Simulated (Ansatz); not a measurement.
**Geometry relaxation of SiNH₇ (part 1 of 2)**

- system: SiNH₇
- method: RKS PBE-D4/def2-SVP (Ansatz 0.2.0)

The input holds or restrains some coordinates. It belongs to a series of runs on one base structure; here: pulled along the bonds that form and break, towards end B.

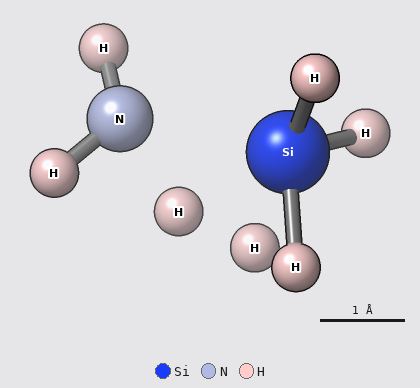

*The structure as given in the input (ball-and-stick view, seen at a tilt).*

The input
```yaml
crystal:
  periodic: [false, false, false]
  atoms:
    - { symbol: Si, position_ang: [0.0, 0.0, 0.0] }
    - { symbol: "N", position_ang: [0.0, 0.0, 2.17] }
    - { symbol: H, position_ang: [-0.877, -0.2713, 2.7] }
    - { symbol: H, position_ang: [0.877, 0.2713, 2.7] }
    - { symbol: H, position_ang: [1.3768, 0.0, -0.4862] }
    - { symbol: H, position_ang: [-0.6877, 1.1914, -0.4862] }
    - { symbol: H, position_ang: [-0.6877, -1.1914, -0.4862] }
    - { symbol: H, position_ang: [0.9186, -1.3949, 0.555] }
    - { symbol: H, position_ang: [0.7292, -1.1073, 1.5131] }
basis:
  gaussian: { orbitals: def2-SVP }
hamiltonian:
  xc: pbe
  dispersion: d4
relax:
  f_tol: 0.15
  max_steps: 25
  restrain:
    - { distance: [0, 7], at: 1.46, k: 30.0 }
    - { distance: [8, 1], at: 1.06, k: 30.0 }
    - { distance: [0, 1], at: 3.02, k: 30.0 }
    - { distance: [8, 7], at: 1.86, k: 30.0 }
output:
  orbitals: {}
```

Machine: 2 threads of Arm Neoverse V2, 24 GiB of memory available, shared host.

Launch command:
```bash
ansatz run input.yaml --threads 2 --pin off --max-ram 3072MiB --backend cpu --events-out ev --progress --plain --runs-dir out
```

Output
```
The last accepted step is kept in [file] (removed where the run ends without a failure and the disk answers)
Engine: ansatz 0.2.0, aarch64-unknown-linux-gnu
Functional definition: PBE
  parameter kappa = 0.804
  parameter beta = 0.06672455060314922
  exchange = pbe_x(kappa = kappa, mu = beta*pi^2/3)
  correlation = pbe_c(beta = beta)
774 factors; their error is unknown
mean field evaluation 1: about -9461.6931 eV, gradient 5.5e1 eV
mean field evaluation 2: about -9427.9329 eV, gradient 1.2e2 eV
mean field evaluation 4: about -9468.1822 eV, gradient 4.5e0 eV
mean field evaluation 8: about -9468.2699 eV, gradient 3.5e-2 eV
mean field evaluation 16: about -9468.2217 eV, gradient 4.3e-5 eV
mean field -9468.22167685 eV, -347.9507288330 hartree, gradient 4.3e-5 eV, S^2 0.000000; 0 other end points of the search recorded, 0 dependent functions left out
the calculation of the forces begins
reference -9468.22171090 eV, -347.9507300844 hartree; 14, 14 occupied and 53, 53 virtual orbitals, 774 factors
relax step   1: F+E_penalty+E_count = -9468.34930213 eV  Δ(F+E_penalty+E_count) = +0.000e0 eV  max|allowed force component| = 2.612e0 eV/Å  E_restraint = 25.46084062 eV  max|allowed force component, restraints' pulls added| = 2.798e1 eV/Å  Δτ_max = 0.0000 Å  (24 SCF iters, accepted)
  distance Si 0 - H 7 = 1.7600 Å
  distance H 8 - N 1 = 1.4796 Å
  distance Si 0 - N 1 = 2.1700 Å
  distance H 8 - H 7 = 1.0181 Å
these checks for a lower state are left out or cut short: starts, cluster_reference, orbital_swaps, neighbouring_geometries, increment
774 factors; their error is unknown
mean field -9467.54523360 eV, -347.9258700022 hartree, gradient 4.7e-6 eV, S^2 0.000000; 0 other end points of the search recorded, 0 dependent functions left out
[... from here on the field's lines of each further geometry are left out, up to the last ...]
relax step   2: F+E_penalty+E_count = -9467.66020425 eV  Δ(F+E_penalty+E_count) = +6.891e-1 eV  max|allowed force component| = 3.828e0 eV/Å  E_restraint = 11.37693814 eV  max|allowed force component, restraints' pulls added| = 1.804e1 eV/Å  Δτ_max = 0.1950 Å  (33 SCF iters, accepted)
relax step   3: F+E_penalty+E_count = -9467.80303622 eV  Δ(F+E_penalty+E_count) = -1.428e-1 eV  max|allowed force component| = 3.566e0 eV/Å  E_restraint = 3.27499521 eV  max|allowed force component, restraints' pulls added| = 8.271e0 eV/Å  Δτ_max = 0.1948 Å  (33 SCF iters, accepted)
relax step   4: F+E_penalty+E_count = -9468.59896654 eV  Δ(F+E_penalty+E_count) = -7.959e-1 eV  max|allowed force component| = 1.893e0 eV/Å  E_restraint = 0.29066475 eV  max|allowed force component, restraints' pulls added| = 3.102e0 eV/Å  Δτ_max = 0.1927 Å  (32 SCF iters, accepted)
relax step   5: F+E_penalty+E_count = -9469.50114119 eV  Δ(F+E_penalty+E_count) = -9.022e-1 eV  max|allowed force component| = 1.440e0 eV/Å  E_restraint = 0.16960849 eV  max|allowed force component, restraints' pulls added| = 1.849e0 eV/Å  Δτ_max = 0.2000 Å  (24 SCF iters, accepted)
relax step   6: F+E_penalty+E_count = -9470.11366063 eV  Δ(F+E_penalty+E_count) = -6.125e-1 eV  max|allowed force component| = 1.667e0 eV/Å  E_restraint = 0.01669642 eV  max|allowed force component, restraints' pulls added| = 1.491e0 eV/Å  Δτ_max = 0.1949 Å  (25 SCF iters, accepted)
relax step   7: F+E_penalty+E_count = -9470.56794746 eV  Δ(F+E_penalty+E_count) = -4.543e-1 eV  max|allowed force component| = 9.897e-1 eV/Å  E_restraint = 0.01461148 eV  max|allowed force component, restraints' pulls added| = 9.241e-1 eV/Å  Δτ_max = 0.1912 Å  (24 SCF iters, accepted)
relax step   8: F+E_penalty+E_count = -9470.83736561 eV  Δ(F+E_penalty+E_count) = -2.694e-1 eV  max|allowed force component| = 9.515e-1 eV/Å  E_restraint = 0.01193941 eV  max|allowed force component, restraints' pulls added| = 8.346e-1 eV/Å  Δτ_max = 0.1935 Å  (31 SCF iters, accepted)
relax step   9: F+E_penalty+E_count = -9470.91468963 eV  Δ(F+E_penalty+E_count) = -7.732e-2 eV  max|allowed force component| = 7.806e-1 eV/Å  E_restraint = 0.00956341 eV  max|allowed force component, restraints' pulls added| = 1.931e-1 eV/Å  Δτ_max = 0.2000 Å  (24 SCF iters, accepted)
relax step  10: F+E_penalty+E_count = -9470.94738124 eV  Δ(F+E_penalty+E_count) = -3.269e-2 eV  max|allowed force component| = 7.203e-1 eV/Å  E_restraint = 0.00782571 eV  max|allowed force component, restraints' pulls added| = 7.115e-1 eV/Å  Δτ_max = 0.2000 Å  (24 SCF iters, accepted)
relax step  11: F+E_penalty+E_count = -9470.99683818 eV  Δ(F+E_penalty+E_count) = -4.946e-2 eV  max|allowed force component| = 8.554e-1 eV/Å  E_restraint = 0.01842091 eV  max|allowed force component, restraints' pulls added| = 9.092e-1 eV/Å  Δτ_max = 0.1952 Å  (24 SCF iters, accepted)
relax step  12: F+E_penalty+E_count = -9471.05465723 eV  Δ(F+E_penalty+E_count) = -5.782e-2 eV  max|allowed force component| = 6.632e-1 eV/Å  E_restraint = 0.00972322 eV  max|allowed force component, restraints' pulls added| = 6.656e-1 eV/Å  Δτ_max = 0.2000 Å  (24 SCF iters, accepted)
relax step  13: F+E_penalty+E_count = -9471.08296250 eV  Δ(F+E_penalty+E_count) = -2.831e-2 eV  max|allowed force component| = 4.887e-1 eV/Å  E_restraint = 0.00941144 eV  max|allowed force component, restraints' pulls added| = 1.186e-1 eV/Å  Δτ_max = 0.2000 Å  (24 SCF iters, accepted)
relax step  14: F+E_penalty+E_count = -9471.05493565 eV  Δ(F+E_penalty+E_count) = +2.803e-2 eV  max|allowed force component| = 8.579e-1 eV/Å  E_restraint = 0.01332678 eV  max|allowed force component, restraints' pulls added| = 7.670e-1 eV/Å  Δτ_max = 0.1953 Å  (24 SCF iters, rejected (line search))
relax step  15: F+E_penalty+E_count = -9471.08610636 eV  Δ(F+E_penalty+E_count) = -3.144e-3 eV  max|allowed force component| = 5.550e-1 eV/Å  E_restraint = 0.00902689 eV  max|allowed force component, restraints' pulls added| = 1.555e-1 eV/Å  Δτ_max = 0.0808 Å  (25 SCF iters, accepted)
the calculation of the forces begins
reference -9470.99172703 eV, -348.0525262994 hartree; 14, 14 occupied and 53, 53 virtual orbitals, 774 factors
relax step  16: F+E_penalty+E_count = -9471.09162863 eV  Δ(F+E_penalty+E_count) = -5.522e-3 eV  max|allowed force component| = 4.895e-1 eV/Å  E_restraint = 0.00958738 eV  max|allowed force component, restraints' pulls added| = 2.981e-2 eV/Å  Δτ_max = 0.1000 Å  (25 SCF iters, accepted)
  distance Si 0 - H 7 = 1.4775 Å
  distance H 8 - N 1 = 1.0438 Å
  distance Si 0 - N 1 = 3.0200 Å
  distance H 8 - H 7 = 1.8684 Å
774 factors; their error is unknown
mean field evaluation 128: about -9470.9917 eV, gradient 6.7e-6 eV
```

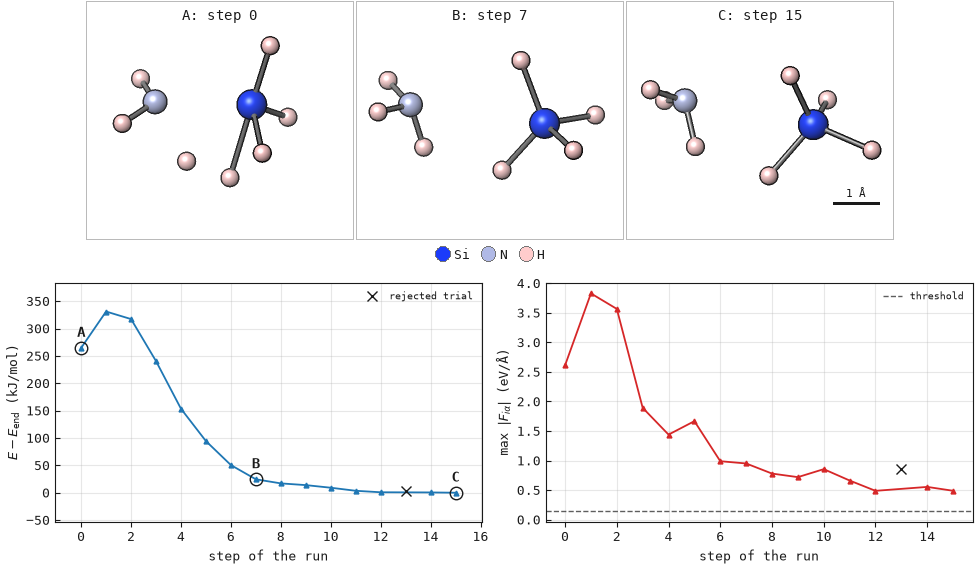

*Frames of the restrained relaxation (ball-and-stick view, seen at a tilt) above the curves, on which the letters mark them (the first geometry is step 0 here and step 1 in the log).*

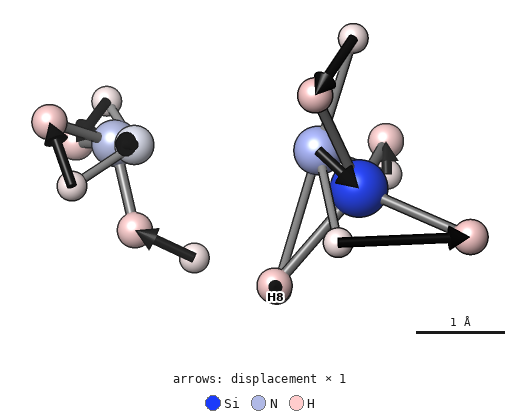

*Start (faint) and end (solid) with the displacements as black arrows, at true length (ball-and-stick view, seen at a tilt). The two geometries are laid on each other by the best rigid fit.*

The atom that moves furthest after the best rigid fit is H5 (1.54 Å). By element the largest moves are H 1.54 Å, Si 0.65 Å, N 0.42 Å. Among the contacts that change: N2–H9 1.480 → 1.044 Å, Si1–H8 1.760 → 1.477 Å, Si1–H5 1.460 → 1.510 Å, Si1–H6 1.459 → 1.500 Å. New bonds form: N2–H9 (1.48 → 1.04 Å). Among the angles that change: H6–Si1–H8 176.6° → 110.6°, H5–Si1–H8 67.2° → 107.4°, H7–Si1–H8 72.8° → 110.8°. After 15 geometry steps the energy has fallen by 264.6 kJ/mol. Largest force component: 2.6 eV/Å at the start, 0.49 eV/Å at the end. The line search rejected the trial step at point 13 (counted from 0) and went back. (Atoms are counted from 1 in the order of the input.)

```
mean field -9470.99169179 eV, -348.0525250046 hartree, gradient 6.7e-6 eV, S^2 0.000000; 1 other end points of the search recorded, 0 dependent functions left out
the calculation of the forces begins
reference -9470.99172703 eV, -348.0525262994 hartree; 14, 14 occupied and 53, 53 virtual orbitals, 774 factors
Total energy: -9471.09166387 eV, -348.0561989106 hartree
Atom 0 at     0.400742    -0.253416    -0.492194 Å, force    -0.300828     0.257586    -0.345014 eV/Å
Atom 1 at    -0.266887    -0.204545     2.452730 Å, force     0.395955    -0.253784    -0.092563 eV/Å
Atom 2 at    -0.826779    -0.802316     3.077575 Å, force     0.019387     0.009546    -0.027944 eV/Å
Atom 3 at     0.099662     0.552890     3.047397 Å, force    -0.021703    -0.017439    -0.011100 eV/Å
Atom 4 at     1.022450    -0.401122    -1.860528 Å, force    -0.008693    -0.010844     0.000051 eV/Å
Atom 5 at     0.296135     1.212451    -0.191926 Å, force    -0.006860    -0.004347    -0.003004 eV/Å
Atom 6 at    -0.944123    -0.916862    -0.515075 Å, force     0.003397     0.004060     0.006862 eV/Å
Atom 7 at     1.298748    -0.919058     0.473954 Å, force     0.408853    -0.264248     0.111357 eV/Å
Atom 8 at     0.569252    -0.770223     2.187566 Å, force    -0.489509     0.279470     0.361356 eV/Å
Dipole moment:     0.086707    -0.085138     0.449545 e Å
```

Trajectory as extended XYZ (Å, eV, eV/Å), 16 frames, from step=1 to step=16
```
9
Properties=species:S:1:pos:R:3:forces:R:3 step=1 energy=-9468.34930
Si    0.0000    0.0000    0.0000    0.7031  -0.4600   2.6122
N     0.0000    0.0000    2.1700    0.1017  -0.2485  -1.5171
H    -0.8770   -0.2713    2.7000    1.3376   0.6443  -0.3488
H     0.8770    0.2713    2.7000   -1.5647   0.1888  -0.4008
H     1.3768    0.0000   -0.4862    0.6129   0.8191  -0.6897
H    -0.6877    1.1914   -0.4862   -0.6602   1.0309   0.1969
H    -0.6877   -1.1914   -0.4862   -0.8025  -0.3629  -0.3423
H     0.9186   -1.3949    0.5550    0.6444  -1.0456   1.8636
H     0.7292   -1.1073    1.5131   -0.3724  -0.5661  -1.3739
9
Properties=species:S:1:pos:R:3:forces:R:3 step=2 energy=-9467.66020
Si    0.0355   -0.0484   -0.1238    0.5754  -0.5218   1.9781
N     0.0273   -0.0524    2.2760    1.2747  -1.9829  -3.8285
H    -0.8752   -0.2686    2.7163    0.5467   0.1596   0.6642
H     0.8786    0.2795    2.7191   -0.4189   0.9020   1.0222
H     1.3985    0.0083   -0.5025    1.4923   1.1209  -1.5459
H    -0.6917    1.1974   -0.4846   -0.4341   0.6627   0.6311
H    -0.7018   -1.2070   -0.4976   -1.4036  -0.8037  -1.1166
H     0.9156   -1.3911    0.4025    0.1355  -0.4645   2.0049
H     0.6625   -1.0199    1.6741   -1.7681   0.9275   0.1905
9
Properties=species:S:1:pos:R:3:forces:R:3 step=3 energy=-9467.80304
Si    0.0781   -0.1078   -0.2718   -0.2009   0.1495   1.4674
N     0.0661   -0.1197    2.3719    1.1224  -2.0797  -3.5663
H    -0.8737   -0.2716    2.7369    0.4594   0.0763   0.7468
H     0.8861    0.3023    2.7506    0.0567   1.3367   1.5493
H     1.4337    0.0289   -0.5393    2.2279   1.2372  -2.1403
H    -0.6942    1.2006   -0.4687    0.0237  -0.0466   0.8817
H    -0.7310   -1.2260   -0.5262   -1.7709  -1.1752  -1.7238
H     0.8998   -1.3689    0.2923   -0.0460  -0.2661   1.8901
H     0.5843   -0.9400    1.8337   -1.8723   0.7680   0.8951
```
